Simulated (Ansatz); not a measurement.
# OH (SMILES [OH]) at UCCSD/3-21G

Aim: the vertical electron affinity of OH at UCCSD/3-21G, from 2 runs. 

The calculation is run with Ansatz 0.2.0.

60 further runs of the same task are left out: 60 set aside as unsound or not needed.

### 1 The molecule

The species is OH (2 atoms), meant as a doublet with charge 0. SMILES: `[OH]`. The coordinates come from a PBE0-D4/def2-TZVP relaxation.

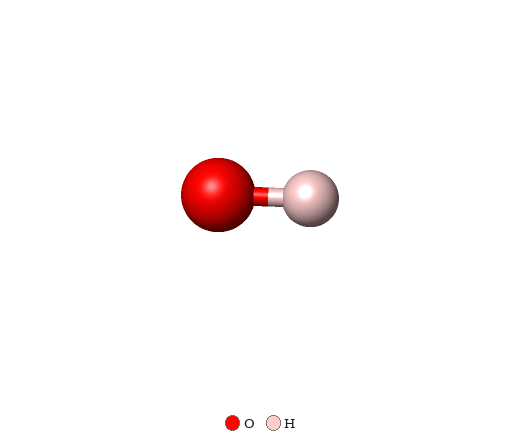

Viewed from a chosen angle; oxygen red, hydrogen pink.

### 2 A single-point energy at UCCSD/3-21G

Input file job.yaml:

```yaml
basis:
  gaussian:
    orbitals: 3-21G.json
crystal:
  periodic: [false, false, false]
  atoms:
    - {symbol: O, position_ang: [0.415880, -0.133150, 0.214550]}
    - {symbol: H, position_ang: [-0.415880, 0.133150, -0.214550]}
magnetization:
  spin_polarized: true
  initial_magnetization: 1
correlation:
  method: ccsd
  frozen_orbitals: {H: 0, O: 1}
accuracy: high
scf:
  omitted_lower_state_checks: [cluster_reference, increment]
```

The basis set 3-21G is read from a file made from the Basis Set Exchange's data (not shown).

On the command line:

```console
$ ansatz run job.yaml --threads 1 --pin off --max-ram 3480MiB --events-out events.jsonl --progress --plain --runs-dir runs
```

Log (excerpt; [...] marks lines left out):

```text
Warning: RAYON_NUM_THREADS=1 ignored (pool sized by the plan → 1); use --threads N
Functional definition: HF
  name "HF"
[...]
150 factors; integrals over basis functions are off by at most 5.3e-9 eV
[...]
mean field -2040.04007304 eV, -74.9700898954 hartree, gradient 1.4e-8 eV, S^2 0.753150; 2 other end points of the search recorded, 0 dependent functions left out
1 core orbitals not correlated: weight in the atoms' cores, before any rotation towards them, 1.000 or more for the frozen orbitals, at most 0.000 for the correlated occupied ones
reference -2040.04007304 eV, -74.9700898954 hartree; 4, 3 occupied and 6, 7 virtual orbitals, 150 factors
second order -2.30120938 eV of doubles, -0.00000000 eV of singles
cycle   1  -2.46793343 eV  change   -1.7e-1 eV  update   2.4e-2
[...]
cycle  18  -2.54665741 eV  change   6.5e-10 eV  update  3.7e-10
Total energy: -2042.58673045 eV, -75.0636778291 hartree
Checks for a lower state left out: cluster_reference, increment
```

Run time: 0.2 s. Hardware: 1 thread of Arm Neoverse V1, shared host.

### 3 The singlet anion, same level

Input file molecule.yaml:

```yaml
crystal:
  periodic: [false, false, false]
  atoms:
    - {symbol: O, position_ang: [0.415880, -0.133150, 0.214550]}
    - {symbol: H, position_ang: [-0.415880, 0.133150, -0.214550]}
basis:
  gaussian: {orbitals: 3-21G.json}
total_charge: -1
correlation: {method: ccsd, frozen_orbitals: {H: 0, O: 1}}
accuracy: high
scf: {omitted_lower_state_checks: [cluster_reference, increment]}
```

The basis set 3-21G is read from a file made from the Basis Set Exchange's data (not shown).

On the command line:

```console
$ ansatz run molecule.yaml --threads 1 --pin off --max-ram 3480MiB --events-out events.jsonl --progress --plain --runs-dir runs
```

Log (excerpt; [...] marks lines left out):

```text
Warning: RAYON_NUM_THREADS=1 ignored (pool sized by the plan → 1); use --threads N
[... 2 set-up lines as earlier in the session ...]
[...]
150 factors; integrals over basis functions are off by at most 5.3e-9 eV
[...]
mean field -2037.22592534 eV, -74.8666718750 hartree, gradient 2.5e-8 eV, S^2 0.000000; 0 other end points of the search recorded, 0 dependent functions left out
1 core orbitals not correlated: weight in the atoms' cores, before any rotation towards them, 1.000 or more for the frozen orbitals, at most 0.000 for the correlated occupied ones
reference -2037.22592534 eV, -74.8666718750 hartree; 4, 4 occupied and 6, 6 virtual orbitals, 150 factors
second order -2.95574224 eV of doubles, -0.00000000 eV of singles
cycle   1  -3.04159697 eV  change   -8.6e-2 eV  update   2.8e-2
[...]
cycle  17  -3.12389116 eV  change   2.7e-10 eV  update  3.8e-10
Total energy: -2040.34981650 eV, -74.9814727576 hartree
Checks for a lower state left out: cluster_reference, increment
```

Wall time 0.12 s (1 thread of Arm Neoverse V1, shared host).

### 4 Results

At UCCSD/3-21G, 1 core orbital frozen:

| quantity | value |
| --- | --- |
| doublet OH: total energy | -75.06368 Eh |
| doublet OH: correlation energy (1 core orbital frozen) | -93.6 mEh |
| doublet OH: ⟨S²⟩ of the reference determinant | 0.753 |
| doublet OH: T1 diagnostic | 0.005 |
| singlet anion: total energy | -74.98147 Eh |
| singlet anion: correlation energy (1 core orbital frozen) | -114.8 mEh |
| singlet anion: T1 diagnostic | 0.004 |
| vertical electron affinity (to the singlet anion) | -2.237 eV |

What this shows: The anion lies 2.24 eV (216 kJ/mol) above the neutral: the electron isn't bound at this level, and such a value depends on the basis. Without diffuse functions anions come out too high.
